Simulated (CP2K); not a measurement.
**BSiH4OF (SMILES OB(F)[SiH3]) at MNDO**

Aim: the vertical electron affinity of BSiH4OF at MNDO, from 2 runs. 

Program for the calculation: CP2K 2026.2.

1 further run of the same task is left out (it didn't finish).

**1. The system as given**

The species is BSiH4OF (8 atoms), meant as a singlet with charge 0. SMILES: `OB(F)[SiH3]`. The shape is that of a GFN2-xTB optimisation. This is one conformer, not always the lowest.

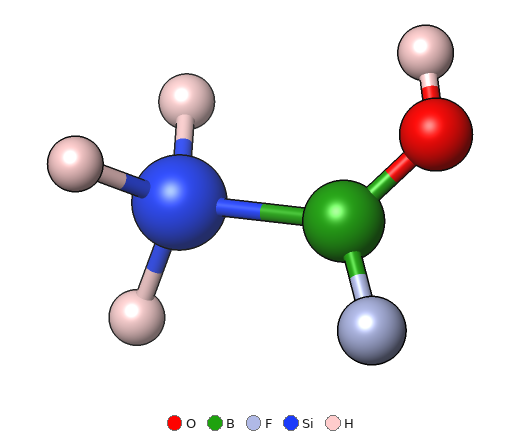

The structure, seen from a chosen angle (oxygen red, boron green, fluorine light blue, silicon blue, hydrogen pink).

**2. A single-point energy at MNDO**

The input, gas.inp:

```
&GLOBAL
 PROJECT_NAME gas
 RUN_TYPE ENERGY
 PRINT_LEVEL MEDIUM
&END GLOBAL

&FORCE_EVAL
 METHOD QS
 &DFT
  &QS
   METHOD MNDO
   EPS_DEFAULT 1.0E-10
   &SE
    &COULOMB
     CUTOFF [angstrom] 50
     RC_RANGE [angstrom] 0
    &END COULOMB
    &EXCHANGE
     CUTOFF [angstrom] 50
     RC_RANGE [angstrom] 0
    &END EXCHANGE
   &END SE
  &END QS
  &POISSON
   PERIODIC NONE
   POISSON_SOLVER ANALYTIC
  &END POISSON
  &SCF
   SCF_GUESS ATOMIC
   EPS_SCF 1.0E-07
   MAX_SCF 100
   ADDED_MOS 2
   &DIAGONALIZATION
    ALGORITHM STANDARD
   &END DIAGONALIZATION
   &MIXING
    METHOD DIRECT_P_MIXING
    ALPHA 0.4
   &END MIXING
  &END SCF
  &PRINT
   &MOMENTS
    PERIODIC F
    REFERENCE COM
    MAX_MOMENT 1
   &END MOMENTS
   &MO ON
    ENERGIES T
    OCCUPATION_NUMBERS T
    NDIGITS 6
    &EACH
     QS_SCF 0
    &END EACH
    ADD_LAST NUMERIC
   &END MO
   &HIRSHFELD OFF
   &END HIRSHFELD
  &END PRINT
 &END DFT
 &SUBSYS
  &CELL
   ABC 15.4 14.7 14.8
   PERIODIC NONE
  &END CELL
  &COORD
   O      1.705210     0.563520    -0.788010
   B      0.958810    -0.256500    -0.037020
   F      1.677230    -1.245940     0.507680
   Si    -0.990320    -0.137100     0.317890
   H      1.288800     1.303600    -1.225050
   H     -1.296900     0.574910     1.565750
   H     -1.674520     0.629830    -0.738700
   H     -1.668310    -1.432330     0.397460
  &END COORD
  &TOPOLOGY
   &CENTER_COORDINATES
   &END CENTER_COORDINATES
  &END TOPOLOGY
 &END SUBSYS
&END FORCE_EVAL
```

Started as:

```console
$ OMP_NUM_THREADS=1 cp2k.psmp -i gas.inp > gas.out 2>&1
```

Standard output:

```text
CP2K| version string:                                       CP2K version 2026.2
[...]
 GLOBAL| Method name                                                        CP2K
[...]
 GLOBAL| Run type                                                         ENERGY
[...]
                             - Atoms:                                          8
[...]
                             - Spherical basis functions:                     20
[...]
 Number of electrons:                                                         24
[...]
     1 P_Mix/Diag. 0.40E+00    0.0     0.71722651       -32.0941664468 -3.21E+01
[...]
    18 DIIS/Diag.  0.77E-07    0.0     0.00000010       -37.4578852827 -1.14E-13
  *** SCF run converged in    18 steps ***
  Core-core repulsion energy [eV]:                           1352.10343367229416
  Core Hamiltonian energy [eV]:                             -1647.34635850864493
  Two-electron integral energy [eV]:                        -1448.07594009328841
  Electronic energy [eV]:                                   -2371.38432855528890
  Total energy [eV]:                                        -1019.28089488299497
  Atomic reference energy [eV]:                              1012.35680222940312
  Heat of formation [kcal/mol]:                              -159.67338248154792
[...]
 SE_DIPOLE| Moment [Debye]          1.79107076      -1.72338764       0.85473073
 SE_DIPOLE| Derivative [a.u.]       0.00000000       0.00000000       0.00000000
 ENERGY| Total FORCE_EVAL ( QS ) energy [hartree]            -37.457885282721847
[...]
```

Wall time 1.1 s (1 thread of AMD EPYC 7R43 (Zen 3), shared host); peak memory 0.18 GiB.

**3. The doublet anion**

The input, qs.inp:

```
&FORCE_EVAL
    METHOD QS
    &DFT
        CHARGE -1
        MULTIPLICITY 2
        UKS T
        ! Quickstep
        &QS
            METHOD MNDO
            EPS_DEFAULT 1.0E-10
            &SE
                &COULOMB
                    CUTOFF [angstrom] 50
                    RC_RANGE [angstrom] 0
                &END
                &EXCHANGE
                    CUTOFF [angstrom] 50
                    RC_RANGE [angstrom] 0
                &END
            &END
        &END
        ! isolated system
        &POISSON
            PERIODIC NONE
            POISSON_SOLVER ANALYTIC
        &END
        ! self-consistent field
        &SCF
            SCF_GUESS ATOMIC
            EPS_SCF 1.0E-07
            MAX_SCF 150
            &DIAGONALIZATION
                ALGORITHM STANDARD
            &END
            &MIXING
                METHOD DIRECT_P_MIXING
                ALPHA 0.4
            &END
        &END
        ! extra output
        &PRINT
            &MOMENTS
                PERIODIC F
                REFERENCE COM
                MAX_MOMENT 1
            &END
            &MO ON
                ENERGIES T
                OCCUPATION_NUMBERS T
                NDIGITS 6
                &EACH
                    QS_SCF 0
                &END
                ADD_LAST NUMERIC
            &END
            &HIRSHFELD OFF
            &END
        &END
    &END
    ! structure
    &SUBSYS
        ! vacuum box
        &CELL
            ABC 15.4 14.7 14.8
            PERIODIC NONE
        &END
        &COORD
            O      1.705210     0.563520    -0.788010
            B      0.958810    -0.256500    -0.037020
            F      1.677230    -1.245940     0.507680
            Si    -0.990320    -0.137100     0.317890
            H      1.288800     1.303600    -1.225050
            H     -1.296900     0.574910     1.565750
            H     -1.674520     0.629830    -0.738700
            H     -1.668310    -1.432330     0.397460
        &END
        &TOPOLOGY
            &CENTER_COORDINATES
            &END
        &END
    &END
&END

&GLOBAL
    PROJECT qs
    RUN_TYPE ENERGY
    PRINT_LEVEL MEDIUM
&END
```

Started as:

```console
$ OMP_NUM_THREADS=1 cp2k.psmp qs.inp > qs.out
```

Standard output:

```text
CP2K| version string:                                       CP2K version 2026.2
[...]
 GLOBAL| Method name                                                        CP2K
[...]
 GLOBAL| Run type                                                         ENERGY
[...]
                             - Atoms:                                          8
[...]
                             - Spherical basis functions:                     20
[...]
 Number of electrons:                                                         13
[...]
     1 P_Mix/Diag. 0.40E+00    0.0     0.41719305       -32.3743315942 -3.24E+01
[...]
    65 DIIS/Diag.  0.73E-07    0.0     0.00000010       -37.4356961803 -1.56E-13
  *** SCF run converged in    65 steps ***
  Core-core repulsion energy [eV]:                           1352.10343367229416
  Core Hamiltonian energy [eV]:                             -1678.98889754222864
  Two-electron integral energy [eV]:                        -1383.58326965785068
  Electronic energy [eV]:                                   -2370.78053237115364
  Total energy [eV]:                                        -1018.67709869885971
  Atomic reference energy [eV]:                              1012.35680222940312
  Heat of formation [kcal/mol]:                              -145.74951059339423
[...]
 SE_DIPOLE| Moment [Debye]         -1.13274760      -1.06358721       1.03637869
 SE_DIPOLE| Derivative [a.u.]       0.00000000       0.00000000       0.00000000
 ENERGY| Total FORCE_EVAL ( QS ) energy [hartree]            -37.435696180274206
[...]
```

Wall time 1.2 s (1 thread of AMD EPYC 7R43 (Zen 3), shared host); peak memory 0.18 GiB.

**4. What came out**

At MNDO:

```
                                         quantity            value
                    singlet BSiH4OF: total energy     -37.45789 Eh
                   singlet BSiH4OF: dipole moment           2.63 D
                     singlet BSiH4OF: HOMO energy        -11.10 eV
                     singlet BSiH4OF: LUMO energy          0.83 eV
                   singlet BSiH4OF: HOMO–LUMO gap         11.93 eV
               singlet BSiH4OF: heat of formation  -159.7 kcal/mol
                      doublet anion: total energy     -37.43570 Eh
doublet anion: HOMO energy (highest over α and β)          0.38 eV
                 doublet anion: heat of formation  -145.7 kcal/mol
vertical electron affinity (to the doublet anion)        -0.604 eV
```

In words: The anion lies 0.60 eV (13.9 kcal/mol) above the neutral: the electron isn't bound at this level. The HOMO (doublet anion) lies at positive energy, 0.38 eV: the electron is unbound at this level or held by a compact basis; values depend on the basis.
